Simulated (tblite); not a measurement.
# H7O3PSi3: the cost of one run

Computed with tblite 0.8.0 and PySCF 2.14.0; each step states its level. No surroundings beyond the atoms listed, unless a continuum is named. Atoms count from 0, parts from 1.

### Step 1. The system as given

14 atoms, charge 0, multiplicity 1; geometry: distance geometry start.

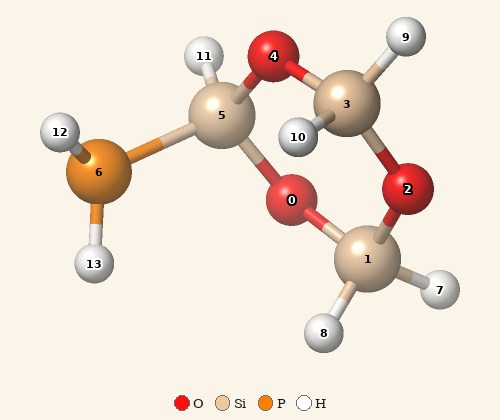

The starting geometry (oxygen red, silicon light orange, phosphorus orange, hydrogen white), atoms numbered.

### Step 2. Relaxing the cluster with GFN2-xTB

What the job is given:

```
{"job": {"kind": "relax", "xc": "GFN2-xTB", "basis": "xTB"}, "charge": 0, "multiplicity": 1}
O      1.271721    -0.871608    -0.674260
Si    -0.275408    -0.503213    -1.444437
O     -1.586399    -1.114537    -0.443979
Si    -1.553804    -1.200868     1.317082
O      0.088550    -1.525548     1.869312
Si     1.535351    -0.946806     1.059485
P      2.057911     1.019289     1.803478
H     -0.332801    -1.126105    -2.740663
H     -0.393046     0.907659    -1.601905
H     -2.417167    -2.251542     1.765391
H     -2.012442     0.028053     1.881282
H      2.594340    -1.847256     1.334422
H      1.588433     1.366697     3.051030
H      2.007229     2.054612     0.879903
```

Level: GFN2-xTB geometry optimisation, gas phase.

Run with:

```console
$ OMP_NUM_THREADS=1 python cluster_run.py task.json out
```

The driver reads the jobs from task.json and runs them one after another.

Q: Estimate the wall time of this first job on 1 thread of Intel Xeon Platinum 8488C, shared host.

About 6 s.
